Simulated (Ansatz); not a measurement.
Computed against measured: atomisation enthalpy at 298 K

8 molecules with halogens; the atomisation enthalpy at 298 K in kJ/mol, computed less measured. Shapes, held fixed at every level: PBE0-D4/def2-TZVP. Flexible molecules stand in one conformer, not always the lowest. Thermal terms are harmonic and unscaled (PBE0-D4/def2-TZVP); the spin-orbit lowering of the free atoms is taken from their spectra. Programs: Ansatz 0.2.0. Measured values: CRC Handbook of Chemistry and Physics, NIST-JANAF tables.

Levels: A = HF/def2-SVP; B = BHLYP-D4/def2-TZVPP; C = wB97X-V/def2-TZVPP; D = B2PLYP/def2-TZVPP.

```csv
molecule,from tabulated heats,A,B,C,D
AsBr3 (arsenous tribromide),768,-442,-66,-6,-37
BBr2Cl (dibromo(chloro)borane),1187,-306,-60,-2,-22
NF3 (nitrogen trifluoride),843,-721,-163,+31,-16
PF5 (pentafluorophosphorane),2308,-979,-199,-10,-61
SeF6 (selenium hexafluoride),1820,-1089,-229,+50,-13
C2Cl2F4 (dichlorotetrafluoroethane),2931,-1069,-254,+6,-76
"C2H3F3O (2,2,2-trifluoroethanol)",3463,-1085,-205,+6,-50
C3H7Cl (SMILES CC(C)Cl),3943,-975,-96,0,-47
```

Problem. Which level does best on this set, which worst, and which err to one side?

Solution. 
| level | kind | mean error | mean absolute error | worst case |
| --- | --- | --- | --- | --- |
| HF/def2-SVP | Hartree–Fock | -833.2 | 833.2 | SeF6 |
| BHLYP-D4/def2-TZVPP | global hybrid | -159.0 | 159.0 | C2Cl2F4 |
| wB97X-V/def2-TZVPP | range-separated hybrid | +9.4 | 13.9 | SeF6 |
| B2PLYP/def2-TZVPP | double hybrid | -40.2 | 40.2 | C2Cl2F4 |

On this set wB97X-V/def2-TZVPP has the smallest mean absolute error and HF/def2-SVP the largest. HF/def2-SVP is too low in 8 of 8; BHLYP-D4/def2-TZVPP is too low in 8 of 8; B2PLYP/def2-TZVPP is too low in 8 of 8. The heats of AsBr3, PF5, SeF6, C2H3F3O, C3H7Cl come from older tables and can be uncertain by 10 kJ/mol or more. The molecules' own spin-orbit binding is left out, so errors for heavy halides read too negative. Heats of the atoms come from ATcT where it has them, that of boron, 570 kJ/mol, from recent work. The levels differ in basis as well as in method. With so many references in doubt the order of the levels isn't settled. The tabulated values of BBr2Cl, C2Cl2F4 are in doubt (older tables, estimates, or at odds with other calculations) and kept here. Over the 6 molecules whose values aren't doubted the mean absolute errors are A 881.8; B 159.7; C 17.2; D 37.3. Hartree–Fock lacks correlation and underbinds. Relativity is left out for As, Br, Se. Outer-core shells of As, Br, Se are correlated, in sets that cover them unevenly. The set is small.

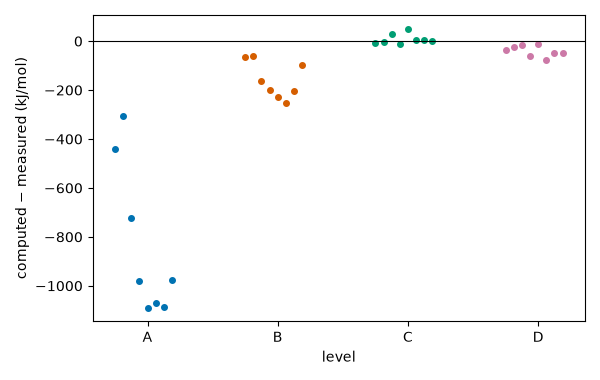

Errors of each level, one point a molecule.
